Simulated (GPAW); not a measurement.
Band structure of NaI (Fm-3m, 2 atoms in the cell).

```xyz
2
Lattice="0.0000 3.2350 3.2350 3.2350 0.0000 3.2350 3.2350 3.2350 0.0000" Properties=species:S:1:pos:R:3 pbc="T T T"
Na     0.0000     0.0000     0.0000
I      3.2350     3.2350     3.2350
```

Computed with PBE, GPAW PAW datasets PBE (gpaw-data 1.0.1) (plane waves; GPAW).

Settings: mode = pw; ecut = 800 eV; xc = PBE; kpts = 9 9 9; mesh shift (steps) = 0 0 0; occupations.name = fermi-dirac; occupations.width = 0.05 eV; nbands = -4; convergence.bands = -2; symmetry.symmorphic = false; symmetry.tolerance = 0.0005; maxiter = 150; bandpath_npoints = 40.

The starting cell has typed, rounded lattice constants, without a prior relaxation at this level. Spin-orbit coupling is off.

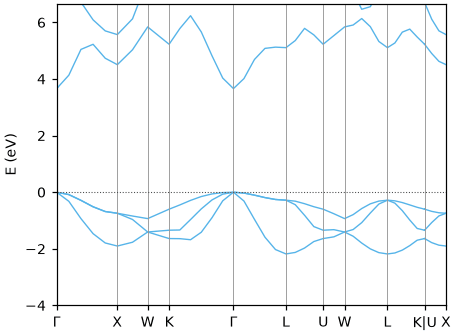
Fig. 1. Bands along the path, energies from the top of the valence band on the SCF mesh.

### Question
Read off roughly the gap and where its edges lie.

### Answer
The gap along the path is about 3.7 eV (computed: 3.66 eV), direct at Γ to within 0.01 eV.

Levels in eV from the top of the valence band on the SCF mesh, bands 4 to 11:
| point | 4 | 5 | 6 | 7 | 8 | 9 | 10 | 11 |
|---|---|---|---|---|---|---|---|---|
| Γ | -11.00 | 0.00 | 0.00 | 0.00 | 3.66 | 7.97 | 7.97 | 7.97 |
| X | -10.60 | -1.90 | -0.74 | -0.74 | 4.51 | 5.57 | 9.90 | 11.41 |
| W | -10.59 | -1.41 | -1.41 | -0.93 | 5.84 | 7.51 | 7.51 | 7.96 |
| K | -10.60 | -1.64 | -1.34 | -0.60 | 5.23 | 6.70 | 8.72 | 9.27 |
| L | -10.68 | -2.18 | -0.28 | -0.28 | 5.11 | 7.47 | 7.47 | 8.77 |
| U | -10.60 | -1.64 | -1.34 | -0.60 | 5.23 | 6.70 | 8.72 | 9.27 |
